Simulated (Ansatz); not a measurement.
**SiH₃ (doublet): the correlation ladder at scale of all distances = 1.099, 6-31G**

How much of the correlation energy of SiH₃ (doublet) does each wave-function method recover here?

Computed with Ansatz 0.2.0, Gaussian basis. Level: 6-31G, core rule «outside noble gas», up to 5 orbitals frozen.

The runs, in order: UHF; CCSD(T) on ROHF; CCSD(T) on UHF; BCCD(T) on ROHF; CISD; CCSDT(Q) on ROHF; CCSDT(Q) on UHF; CISDTQ; CCSDTQ on ROHF; CCSDTQ on UHF; CASSCF and MRCISD+Q, 3 electrons in 3 orbitals; CASSCF and NEVPT2, 3 electrons in 3 orbitals; CASSCF and MRCISD+Q, 7 electrons in 7 orbitals; CASSCF and NEVPT2, 7 electrons in 7 orbitals; Full CI.

7 further runs of the same task are left out: 1 for a mislabelled method, 4 that didn't finish, 2 set aside as unsound or not needed.

## (1) The system

The geometry derives from a PBE0/def2-TZVP stationary point (not a proven minimum). All distances are scaled together.

4 atoms, charge 0, spin multiplicity 2.

Atoms are counted from 1 here; the program's logs count them from 0.

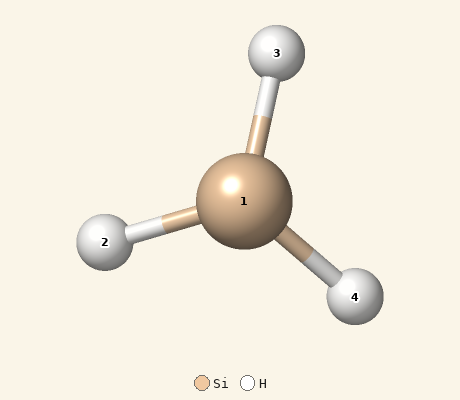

The structure; silicon light orange, hydrogen white; atoms are numbered from 1 in the order of the file.

## (2) UHF

Contents of in.yaml:

```yaml
crystal:
  periodic: [false, false, false]
  atoms:
    - {symbol: Si, position_ang: [0.000099, -0.000068, -0.048067]}
    - {symbol: H, position_ang: [1.555468, 0.016038, 0.449620]}
    - {symbol: H, position_ang: [-0.792443, 1.340800, 0.442929]}
    - {symbol: H, position_ang: [-0.765770, -1.354937, 0.446808]}
basis:
  gaussian: {orbitals: 6-31G}
magnetization: {spin_polarized: true, initial_magnetization: 1}
hamiltonian: {xc: hf}
output: {orbitals: {seedname: orbitals}}
```

On the command line:

```sh
ansatz run in.yaml --threads 1 --pin off --events-out ev --progress --plain --max-ram 2393MiB
```

Further steps of the session: CCSD(T) on ROHF; CCSD(T) on UHF; BCCD(T) on ROHF; CISD; CCSDT(Q) on ROHF; CCSDT(Q) on UHF; CISDTQ; CCSDTQ on ROHF; CCSDTQ on UHF; CASSCF and MRCISD+Q, 3 electrons in 3 orbitals; CASSCF and NEVPT2, 3 electrons in 3 orbitals; CASSCF and MRCISD+Q, 7 electrons in 7 orbitals; CASSCF and NEVPT2, 7 electrons in 7 orbitals; Full CI.

**Question.** What will the summary of the whole plan be? Wanted: FCI below the RHF energy; RMP2 from FCI; UMP2 from FCI; RCCSD from FCI; RCCSD(T) from FCI; UCCSD(T) from FCI; RCCSDT(Q) from FCI; UCCSDT(Q) from FCI; NEVPT2 pair from FCI.

As calculated:

| quantity | value |
| --- | --- |
| FCI below the RHF energy | -2.1240 eV |
| RMP2 from FCI | +674.7 meV |
| UMP2 from FCI | +668.2 meV |
| RCCSD from FCI | +40.2 meV |
| RCCSD(T) from FCI | +13.5 meV |
| UCCSD(T) from FCI | +13.5 meV |
| RCCSDT(Q) from FCI | +0.4 meV |
| UCCSDT(Q) from FCI | +0.3 meV |
| NEVPT2 pair from FCI | +540.8 meV |
| MRCISD+Q pair from FCI | -11.8 meV |
| NEVPT2 valence from FCI | +154.9 meV |
| levels within 1 kcal/mol (43 meV) | RCCSD, UCCSD, RCCSD(T), UCCSD(T), BCCD(T), RCCSDT, UCCSDT, CISDTQ, RCCSDT(Q), UCCSDT(Q), RCCSDTQ, UCCSDTQ, MRCISD+Q pair, MRCISD valence, MRCISD+Q valence |
| T1 diagnostic | 0.014 |
| effectively unpaired electrons | 1.04 |

In words: RCCSD(T) lands +13.5 meV from the yardstick (0.6 % of the correlation energy). MRCISD+Q pair falls below full CI: the +Q correction isn't variational, and the cores differ from full CI's. One determinant dominates. Of the multireference levels listed MRCISD+Q valence comes nearest in total energy (+7.7 meV), which doesn't show that its space is the better one. These misses are within one basis, not against nature; the frozen cores of restricted and unrestricted runs differ, which can shift their rows.
